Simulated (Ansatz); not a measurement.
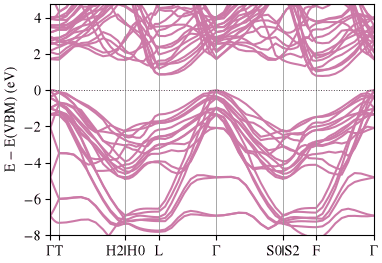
Fig. 1. Band structure from r²SCAN (plane waves, PAW; program Ansatz)

The gap is 0.77 eV; an edge lies off the plotted path or next to a special point (maximum at Γ, minimum off the standard path).

The material is Si in space group R-3m (No. 166; Pearson symbol hR14).

The start of the workflow was typed in or built on a structure type; neither database checked (COD, Materials Project) lists it. It is not the phase usual at ambient conditions (space group No. 227). Symmetry was held in the r²SCAN relaxation; whether a distortion lowers the energy is not shown.

Potentials: the later of the program's two PAW sets.
